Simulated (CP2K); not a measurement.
Consider ethane at its PBE geometry (Å).

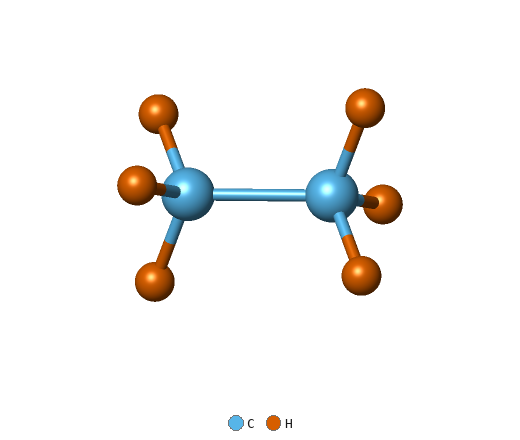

The molecule (carbon blue, hydrogen orange).

```xyz
8

C    -0.7571    0.1046   -0.0124
C     0.7571   -0.1046    0.0124
H    -1.2432   -0.5598   -0.7408
H    -1.0153    1.1372   -0.2876
H    -1.2087   -0.0966    0.9692
H     1.0153   -1.1372    0.2876
H     1.2432    0.5598    0.7408
H     1.2087    0.0966   -0.9692
```

Method: CP2K XAS_TDP, all-electron GAPW, PBEh(45%), aug-cc-pVTZ, TDA, GW2X-corrected core level, no relativity.

**Question.** Where do the C K-edge lines lie, and how strong are they?

Leading lines: C1 289.21 eV. The leading line of an atom is its first one with 35 % of the strongest within 2.5 eV of its lowest line over the strength cut. Core ionisation energies at this level: C1 290.45 eV.

The first six lines of each atom with a strength over 0.0015:

```csv
atom,energy (eV),states,"strength, one atom",above the computed threshold
"C1 (bonded to C and 3 H), 2 alike",288.37,1,0.0049,
,289.21,2,0.0363,
,290.27,2,0.0096,
,291.20,1,0.0016,yes
,291.25,2,0.0286,yes
,291.36,1,0.0144,yes
```

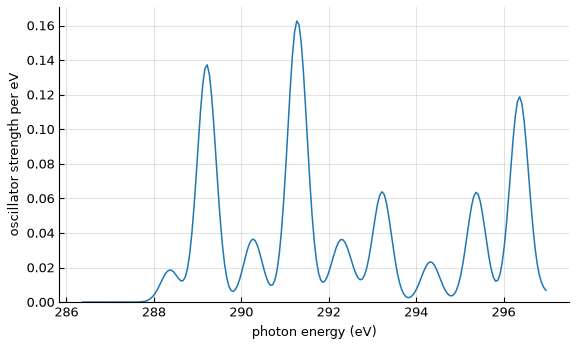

All atoms added, broadened by 0.5 eV.

Lines are vertical, at one geometry, with no vibrational structure. GW2X ionisation energies and lines can be off by 1 to 2 eV either way, and a good line position may hide errors that cancel. These values hold no scalar relativity, about 0.1 eV for C 1s. Rydberg lines, and the discretised continuum above threshold, depend on the basis and the box.

[Banner, clock and machine lines of the logs are left out without a mark of their own.]

[Logs are printed without paths, hosts, clocks, repeated set-up lines and the standing remarks that a program may print on its own settings, such as how far it seeks lower states.]

[Hosts, paths, dates, database ids (printed as entryN), source tags and the programs' standing remarks are cut or masked in the printed files.]
